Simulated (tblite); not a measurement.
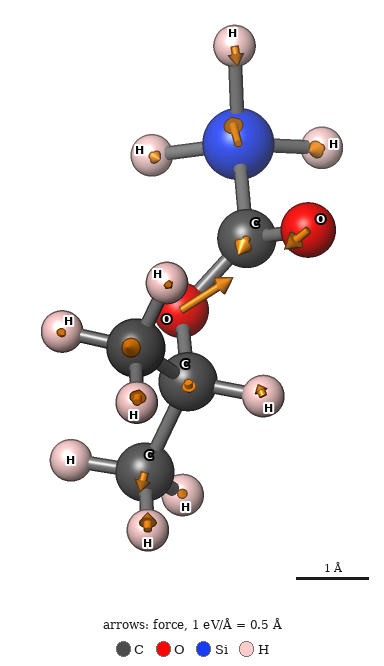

Starting geometry of C₄H₁₀O₂Si with the computed forces as orange arrows. A ball-and-stick model, seen from a free direction.

These are results of GFN2-xTB geometry optimisation, gas phase (tblite 0.8.0), not measurements. 

> What follows when this structure is relaxed?

It isn't relaxed: the largest force vector, on an O atom, is 1.81 eV/Å. The final displacements have little in common with the starting forces (cosine between the two patterns 0.26). Over 49 geometry steps the energy falls by 4.24 kcal/mol. The largest move after the best rigid fit is that of an H atom, 0.28 Å. By element the largest moves are H 0.28 Å, O 0.12 Å, C 0.10 Å, Si 0.07 Å. Near-neighbour distances that change, for instance: H–Si 1.501 → 1.462 Å, C–O 1.371 → 1.332 Å, C–H 1.107 → 1.086 Å, C–Si 1.896 → 1.916 Å. Among the angles between lasting bonds that change: O–C–Si 118.0° → 125.4°, O–C–Si 116.5° → 110.6°, H–Si–H 106.5° → 112.2°. The run took 0.48 s on 1 thread of Arm Neoverse N1 (shared host).
